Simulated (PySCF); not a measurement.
**C8H8F2, SMILES `C/C=C1C=CC/1=C/C(F)F`: what the electrons do**

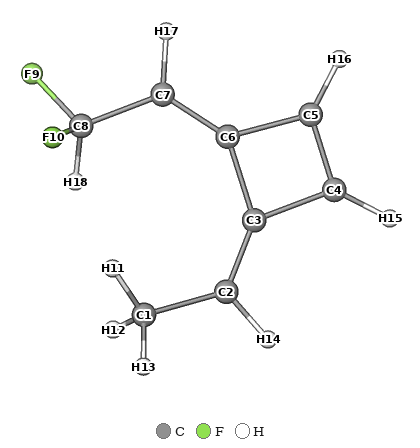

The molecule, with its atoms numbered as below. No frequency check shows the geometry to be a minimum.

Coordinates in Å:

```
C1       0.6107   -2.4735   -0.0820
C2       1.7131   -1.4727   -0.1696
C3       1.6179   -0.1512   -0.1033
C4       2.6304    0.9191   -0.0481
C5       1.7103    1.8770    0.1935
C6       0.5913    0.9275    0.0854
C7      -0.7229    1.1072    0.0551
C8      -1.7474    0.0505   -0.1927
F9      -2.8858    0.6012   -0.6840
F10     -2.1171   -0.5801    0.9628
H11     -0.2216   -2.0980    0.5049
H12      0.2520   -2.7360   -1.0787
H13      0.9781   -3.3859    0.3829
H14      2.7079   -1.8843   -0.2934
H15      3.6991    0.9091   -0.1496
H16      1.7439    2.9342    0.3715
H17     -1.1320    2.0942    0.2223
H18     -1.4218   -0.7272   -0.8992
```

Part 1: Bonding charge

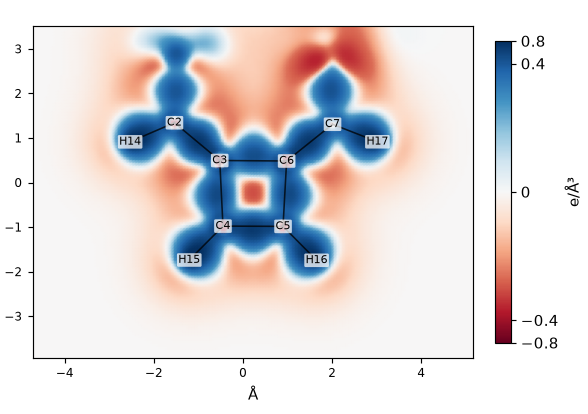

Deformation density (molecule less spherical, spin-averaged free atoms) in a plane through 10 of the atoms; colour scale in e/Å³, logarithmic beyond ±0.1; blue: gain, red: loss.

Computed with PySCF, M06-2X/6-311G**, geometry: GFN2-xTB.

Describe the bonding that the map shows.

Answer. The five largest and four smallest: C4–H15: +0.76 e/Å³ at the bond critical point (bond length 1.07 Å, Mayer order 1.0). C5–H16: +0.76 e/Å³ at the bond critical point (bond length 1.07 Å, Mayer order 1.0). C7–H17: +0.73 e/Å³ at the bond critical point (bond length 1.08 Å, Mayer order 0.9). C2–H14: +0.72 e/Å³ at the bond critical point (bond length 1.08 Å, Mayer order 0.9). C2–C3: +0.69 e/Å³ at the bond critical point (bond length 1.33 Å, Mayer order 1.8). C4–C5: +0.67 e/Å³ at the bond critical point (bond length 1.35 Å, Mayer order 1.7). C5–C6: +0.51 e/Å³ at the bond critical point (bond length 1.47 Å, Mayer order 1.1). C3–C4: +0.51 e/Å³ at the bond critical point (bond length 1.47 Å, Mayer order 1.0). C3–C6: +0.46 e/Å³ at the bond critical point (bond length 1.50 Å, Mayer order 1.0). In all, 4.3 electrons gather in the regions of gain relative to the promolecule.

Where do the Hirshfeld charges lie?

Answer. The highest Hirshfeld charge is on C8 (+0.15 e), the lowest on C1 (−0.12 e).

```tsv
atom	charge (e)
C1	−0.12
C2	−0.05
C3	−0.02
C4	−0.03
C5	−0.04
C6	+0.01
C7	−0.09
C8	+0.15
F9	−0.11
F10	−0.12
H11	+0.04
H12	+0.05
H13	+0.05
H14	+0.05
H15	+0.07
H16	+0.07
H17	+0.05
H18	+0.04
```

Part 2: Bond critical points

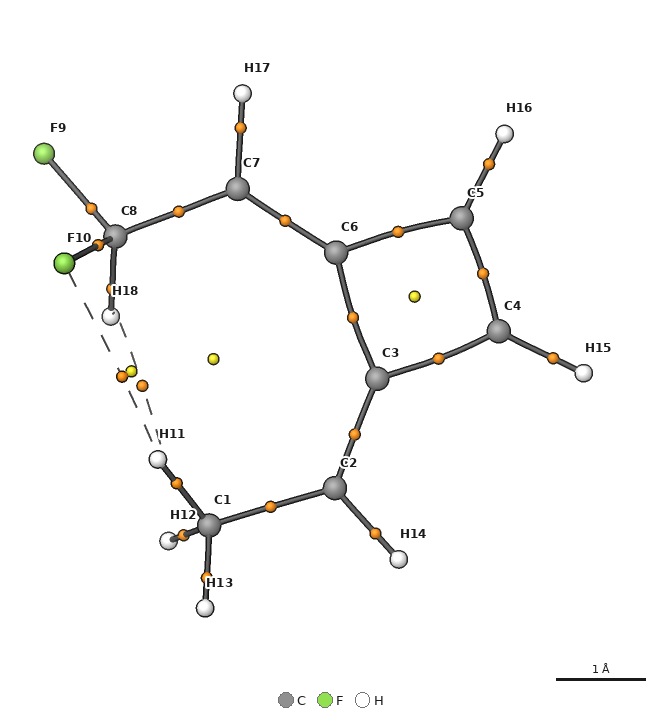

Molecular graph of the electron density (QTAIM): bond paths, bond critical points (orange), ring points (yellow, if any); weak paths are dashed.

How many critical points of each kind are there, and does the count close?

Answer. 18 nuclei, 20 bond, 3 ring and 0 cage critical points: 18 − 20 + 3 − 0 = 1, as the Poincaré–Hopf relation requires.

What does the calculation give at each kind of bond critical point?

Answer.
| bond | length (Å) | ρ (a.u.) | ∇²ρ (a.u.) | ε | H (a.u.) |
| --- | --- | --- | --- | --- | --- |
| C2–C3 | 1.327 | 0.341 | −1.01 | 0.35 | −0.392 |
| C6–C7 | 1.327 | 0.340 | −1.00 | 0.34 | −0.390 |
| C4–C5 | 1.350 | 0.332 | −0.94 | 0.31 | −0.369 |
| C8–H18 | 1.100 | 0.290 | −1.04 | 0.02 | −0.287 |
| C4–H15 | 1.074 | 0.286 | −1.01 | 0.00 | −0.289 |
| C5–H16 | 1.073 | 0.285 | −1.01 | 0.01 | −0.289 |
| C7–H17 | 1.081 | 0.280 | −0.96 | 0.03 | −0.279 |
| C2–H14 | 1.084 | 0.280 | −0.96 | 0.02 | −0.280 |
| C1–H11 | 1.085 | 0.278 | −0.94 | 0.01 | −0.277 |
| C1–H13 | 1.088 | 0.276 | −0.92 | 0.01 | −0.275 |
| C1–H12 | 1.091 | 0.271 | −0.90 | 0.01 | −0.268 |
| C7–C8 | 1.492 | 0.269 | −0.71 | 0.04 | −0.237 |
| C5–C6 | 1.472 | 0.268 | −0.65 | 0.08 | −0.239 |
| C3–C4 | 1.474 | 0.266 | −0.65 | 0.09 | −0.236 |
| C8–F9 | 1.357 | 0.256 | +0.01 | 0.25 | −0.347 |
| C1–C2 | 1.492 | 0.254 | −0.61 | 0.03 | −0.216 |
| C3–C6 | 1.501 | 0.251 | −0.58 | 0.04 | −0.210 |
| C8–F10 | 1.367 | 0.251 | −0.05 | 0.25 | −0.336 |
| F10–H11 | 2.471 | 0.008 | +0.03 | 0.41 | +0.001 |
| H11–H18 | 2.300 | 0.008 | +0.03 | 0.85 | +0.001 |

What kind of interaction is C8–H18?

Answer. Shared-shell (covalent): ρ = 0.290, ∇²ρ = −1.04, H = −0.287 a.u.

Are there bond paths between atoms that aren't covalently bonded?

Answer. Yes: F10–H11 (2.47 Å, ρ = 0.008); H11–H18 (2.30 Å, ρ = 0.008).

Part 3: Electrostatic potential

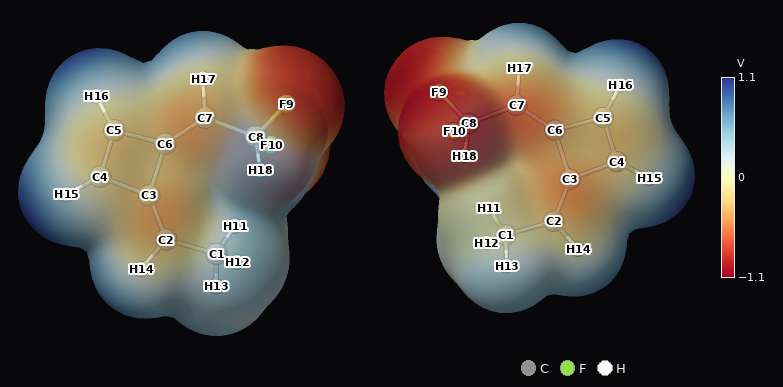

Electrostatic potential on the surface of electron density 0.001 a.u. (back view left, front view right).

Where are the extremes of the potential on the surface?

Answer. Highest: 1.05 V, 1.3 Å from H15. Further maxima include 0.82 V, 1.4 Å from H18; 0.79 V, 1.3 Å from H14. Lowest: −1.04 V, 1.6 Å from F10. Further minima include −0.52 V, off the C2–C3 bond (2.2 Å from its atoms); −0.39 V, off the C2–C3 bond (2.2 Å from its atoms). The surface is sampled at points, so like sites can differ by a few per cent and only the strongest of them is named.

Part 4: In an electric field

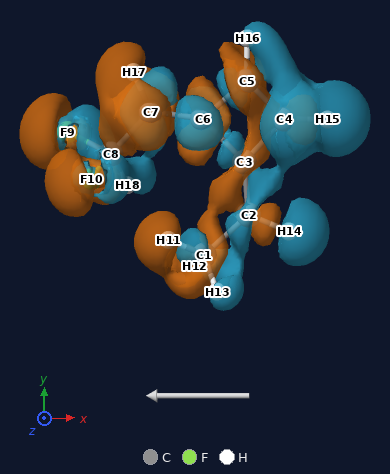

Change of the electron density in a uniform field of 0.51 V/Å along −x (arrow), surfaces at ±0.003 e/Å³ (light blue: gain, orange: loss).

Computed with PySCF, ωB97X/6-31+G*, geometry: GFN2-xTB. The basis has diffuse s and p functions alone, which still leaves polarisabilities too small, most of all across bonds.

The field was applied in both directions; the picture shows the one opposite to the script's first.

What dipole is induced, and what polarisability does it imply?

Answer. The induced dipole is 2.90 D (along the field); α along this axis, from the fields in both directions, is 113 bohr³ (16.8 Å³).

Part 5: Localised orbitals

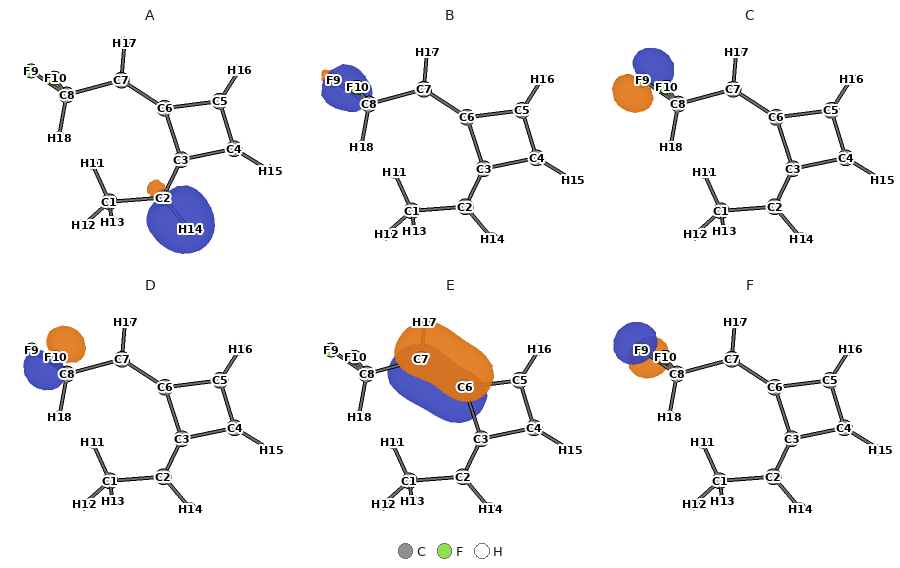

Intrinsic bond orbitals (IBO), occupied; each surface holds about 70 % of the orbital's density. Energies are diagonal elements of the Fock matrix.

Method: LDA (SVWN)/6-311G**; geometry: GFN2-xTB; program: PySCF.

Identify each orbital.

Answer. By panel:
- A: σ bond C2–H14 (C2 58 %, H14 41 %; −12.1 eV)
- B: σ bond F9–C8 (F9 69 %, C8 31 %; −22.3 eV)
- C: lone pair on F9 (p-type) (F9 98 %; −9.8 eV)
- D: lone pair on F10 (p-type) (F10 98 %; −9.8 eV)
- E: π bond C7–C6 (C7 51 %, C6 42 %; −7.7 eV)
- F: lone pair on F9 (p-type) (F9 96 %; −10.1 eV)
